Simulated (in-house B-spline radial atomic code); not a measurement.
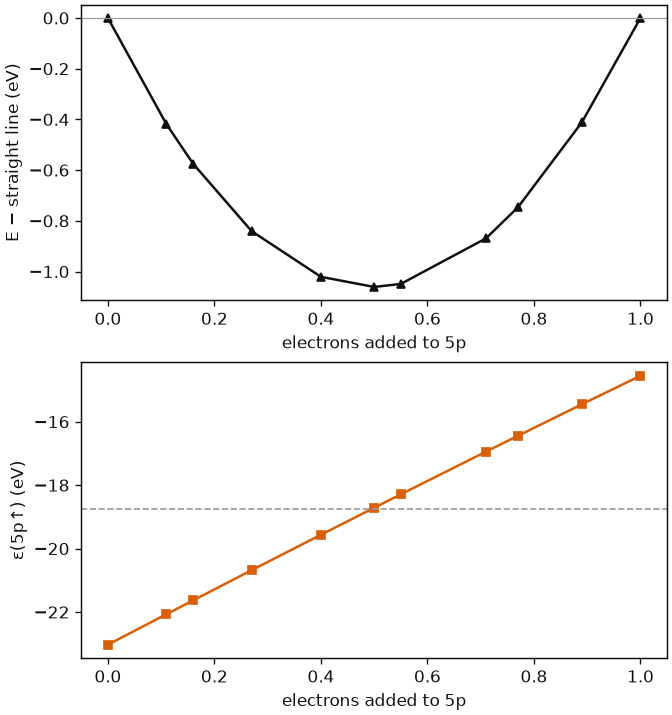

The calculation used an in-house B-spline radial code at this level: non-relativistic PBEsol, spin-polarised, spherical fractional occupations, point nucleus, basis-set limit. The occupation of the 5p shell is varied from Te²⁺ ([Kr] 4d10 5s2 5p2 (high spin)) to Te⁺ ([Kr] 4d10 5s2 5p3 (high spin)), with spherical fractional occupations. The plot shows the total energy less the straight line between the end points, and the eigenvalue of 5p↑ (the dashed line is minus the energy to take the whole electron out).

Question: What does the shape say about the method?

Answer: The curve is convex (below the straight line), with the largest deviation among the points computed, −1.06 eV, at 0.5. The end points differ by 18.7 eV, the energy to take the electron out. The eigenvalue, which is the slope of the energy (Janak's theorem), moves from −23.0 eV at 0 to −14.5 eV at 1; for a straight line it would stay constant, and a parabola would sag by an eighth of this change, scaled to a whole electron, 1.06 eV. Convexity is the mark of the delocalisation error, which puts fractional charges too low; for p, d and f shells the spherical spreading of the fraction adds to it.
